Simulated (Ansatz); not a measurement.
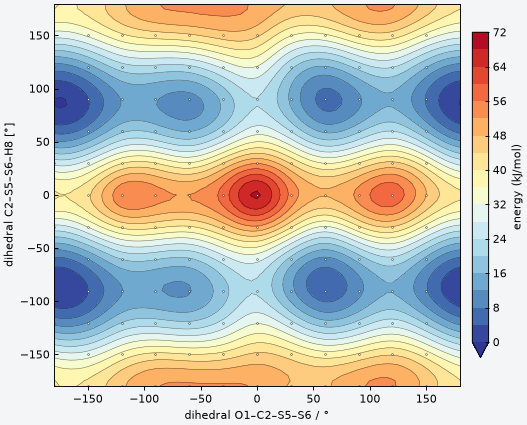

CH₂F₂OS₂, SMILES OC(F)(F)SS. 
- The first coordinate is: dihedral O1–C2–S5–S6; the second: dihedral C2–S5–S6–H8.
- Nothing is relaxed (all other coordinates rigid).
- The scan uses a 12 × 12 grid.
- Points are written as (first, second).
- Energies are in kJ/mol, from the lowest grid point.
- Method: Ansatz 0.2.0, RKS PBE-D4/def2-SVP.

Drawn: filled contours, dots at the grid points. Between grid points the surface is interpolated.

The lowest grid point is at (−180°, 90°). There are further wells near (−180°, −90°) (0.6 kJ/mol above the lowest at that grid point); (60°, −90°) (5.5 kJ/mol above the lowest at that grid point); (60°, 90°) (6.8 kJ/mol above the lowest at that grid point). The highest grid point, (0°, 0°), lies 68.5 kJ/mol above the lowest. On the interpolated surface the easiest way out of the lowest well to the well at (−60°, 90°) passes a barrier of about 13 kJ/mol. Round the minimum the two coordinates are weakly coupled (coupling 0.07 in units of the two stiffnesses).

The level of theory is changed to Ansatz, RHF/def2-SVP; with it change the reference geometry, relaxed at the new level; the new grid has 18 × 18 points, laid about the new relaxed structure.

> What will the new map look like?

The minimum (interpolated where it lies between grid points) moves from about (−175°, 85°) to about (−180°, 90°). The span from the lowest to the highest grid point grows from 68.5 to 81.7 kJ/mol. The easiest pass out of the lowest well goes from about 13 to about 22 kJ/mol on the interpolated surfaces.

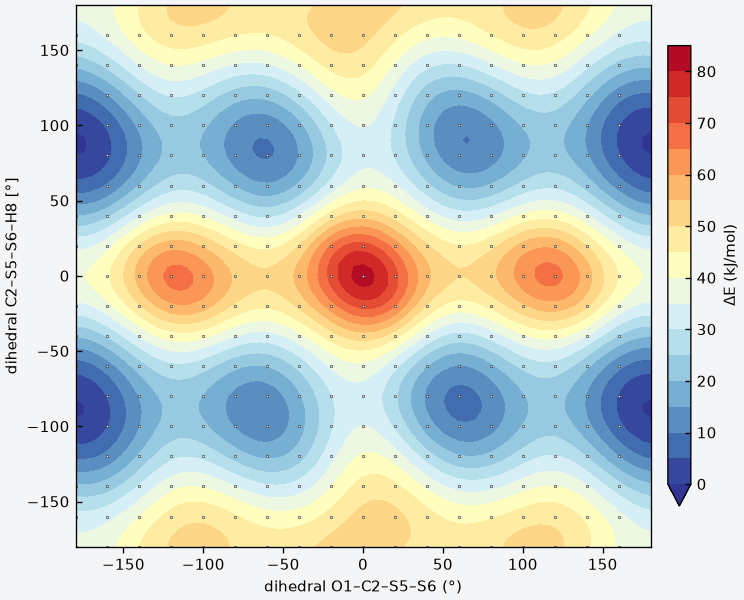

The map after the change, on a colour scale of its own. Drawn: filled contours, dots at the grid points. Between grid points the surface is interpolated.
